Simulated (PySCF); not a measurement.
**Run report: C₂H₉NSi₂, NMR shielding calculation**

C₂H₉NSi₂, computed with GIAO PBE0/STO-3G NMR shielding, non-relativistic, gas phase (PySCF 2.14.0).

The geometry comes from this level: PBE0-D3(BJ)/def2-SVP. Figures and captions count atoms from 1; the log counts them from 0 in places.

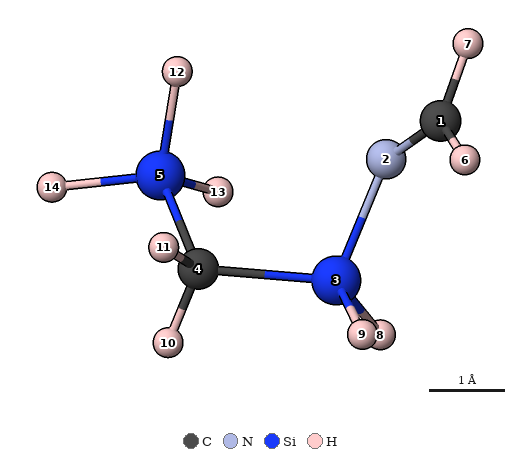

Fig. 1: The structure (ball-and-stick view, seen at a tilt; atoms are numbered from 1 in the order of the input).

### Results in brief

```json
{"quantity": "outcome", "value": "converged"}
{"quantity": "total energy", "value": "−706.588110 hartree"}
{"quantity": "HOMO", "value": "−3.97 eV"}
{"quantity": "LUMO", "value": "3.00 eV"}
{"quantity": "dipole moment", "value": "1.48 D"}
{"quantity": "isotropic shielding, C", "value": "111.2 to 250.7 ppm"}
{"quantity": "isotropic shielding, N", "value": "−15.7 ppm"}
{"quantity": "isotropic shielding, Si", "value": "541.0 to 579.2 ppm"}
{"quantity": "isotropic shielding, H", "value": "24.6 to 33.0 ppm"}
{"quantity": "hardware", "value": "1 CPU thread, shared host"}
{"quantity": "wall time", "value": "3.4 s"}
{"quantity": "peak memory", "value": "0.43 GiB"}
```

### Input file
```
{"job": {"kind": "nmr", "xc": "PBE0", "basis": "STO-3G", "pop": true}, "charge": 0, "multiplicity": 1}
C     -2.361873    -0.562690     0.802626
N     -1.192281    -0.571768     0.331898
Si    -0.623130     0.380053    -1.033724
C      0.874144     1.343064    -0.457831
Si     2.063648     0.338698     0.610151
H     -3.198027     0.051742     0.400848
H     -2.623051    -1.194352     1.672670
H     -0.227290    -0.587770    -2.098982
H     -1.698816     1.285975    -1.567864
H      1.413483     1.718668    -1.343949
H      0.547207     2.225590     0.117863
H      1.489372     0.098883     1.965718
H      2.366003    -0.974543    -0.036743
H      3.352006     1.084454     0.771482
```

The first line tells a small driver script what to run in PySCF; the rest is the geometry in Å.

Command:
```bash
OMP_NUM_THREADS=1 python <driver script> task.json out
```

### The program's output
```
coarse grid: 12064 points
cycle   1  E = -706.5170909688  dE = -6.506e-02  |g| = 5.652e-01  |ddm| = 4.380e+00
cycle   2  E = -706.3601246817  dE =  1.570e-01  |g| = 9.484e-01  |ddm| = 1.772e+00
cycle   3  E = -706.6199135249  dE = -2.598e-01  |g| = 8.597e-02  |ddm| = 1.104e+00
cycle   4  E = -706.6221004871  dE = -2.187e-03  |g| = 2.757e-02  |ddm| = 1.415e-01
cycle   5  E = -706.6223025045  dE = -2.020e-04  |g| = 6.664e-03  |ddm| = 3.668e-02
cycle   6  E = -706.6223170809  dE = -1.458e-05  |g| = 9.448e-04  |ddm| = 9.546e-03
cycle   7  E = -706.6223173181  dE = -2.372e-07  |g| = 1.845e-04  |ddm| = 1.117e-03
final grid: 105608 points
cycle   8  E = -706.5881064255  dE = -5.113e-06  |g| = 3.353e-03  |ddm| = 1.189e-02
cycle   9  E = -706.5881059320  dE =  4.935e-07  |g| = 3.726e-03  |ddm| = 9.675e-03
cycle  10  E = -706.5881099823  dE = -4.050e-06  |g| = 8.378e-04  |ddm| = 5.161e-03
cycle  11  E = -706.5881101844  dE = -2.021e-07  |g| = 1.309e-04  |ddm| = 1.015e-03
cycle  12  E = -706.5881101897  dE = -5.248e-09  |g| = 1.357e-05  |ddm| = 1.823e-04
cycle  13  E = -706.5881101897  dE = -6.241e-11  |g| = 1.631e-06  |ddm| = 2.492e-05
```

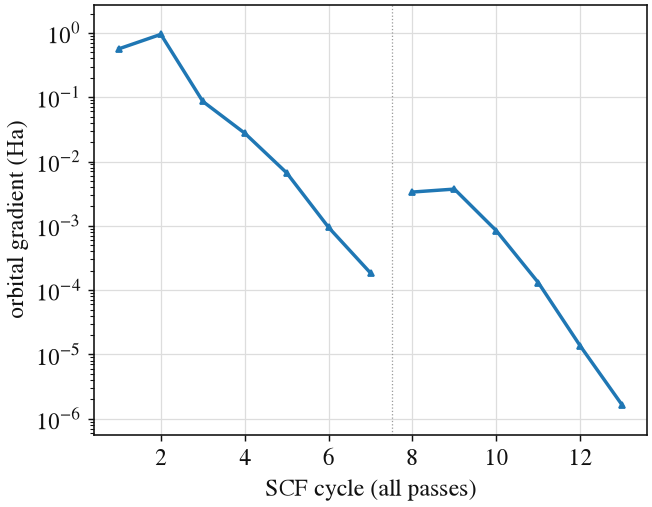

Fig. 2: Convergence of the self-consistent field: orbital gradient against the SCF cycle. The dotted line marks the change from a coarse to the final integration grid. The first 7 cycles use a coarse grid, the final grid takes over at cycle 8, and the field converges after 13 cycles in all.

```
converged SCF energy = -706.5881101897

GIAO shielding tensors (ppm)
atom      isotropic    diamagn.    paramagn.     s11        s22        s33       span
  0 C      111.197     254.349    -143.152     17.563    132.500    183.528    165.965
  1 N      -15.712     321.536    -337.248   -448.892     17.442    384.314    833.206
  2 Si     541.001     870.036    -329.035    489.014    541.060    592.927    103.913
  3 C      250.661     245.923       4.738    239.540    249.165    263.277     23.736
  4 Si     579.239     868.831    -289.591    553.309    563.358    621.051     67.743
  5 H       25.410      31.022      -5.612     21.572     25.726     28.932      7.360
  6 H       24.610      30.575      -5.966     23.950     24.490     25.388      1.438
  7 H       29.696      32.357      -2.661     26.354     26.963     35.770      9.415
  8 H       29.881      31.991      -2.110     26.142     27.053     36.447     10.305
  9 H       32.981      30.010       2.971     26.352     29.372     43.220     16.868
 10 H       33.016      31.099       1.917     26.811     29.588     42.649     15.839
 11 H       31.010      32.077      -1.067     26.271     29.191     37.568     11.298
 12 H       30.738      31.990      -1.252     27.237     28.623     36.354      9.117
 13 H       30.836      29.553       1.283     26.807     28.077     37.624     10.817
```

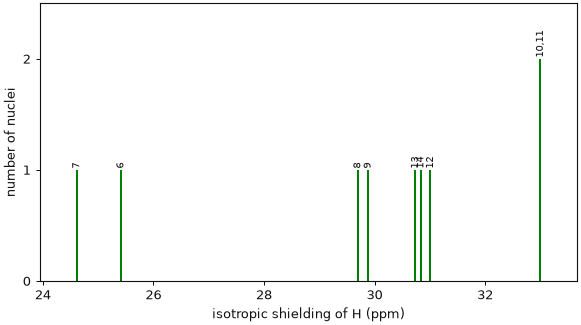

Fig. 3: Isotropic shieldings of the hydrogen nuclei in this fixed geometry, labelled by atom number; shielding grows to the right, so chemical shift grows to the left. The least shielded is H7 (24.6 ppm), the most shielded H11 (33.0 ppm).

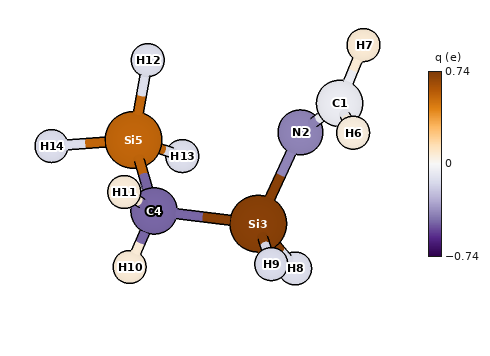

Fig. 4: Mulliken charges, as the colour of each atom (ball-and-stick view, seen at a tilt; atoms are numbered from 1 in the order of the input). By element: C −0.47 to −0.05, N −0.40, Si +0.54 to +0.71 and H −0.13 to +0.08 e.
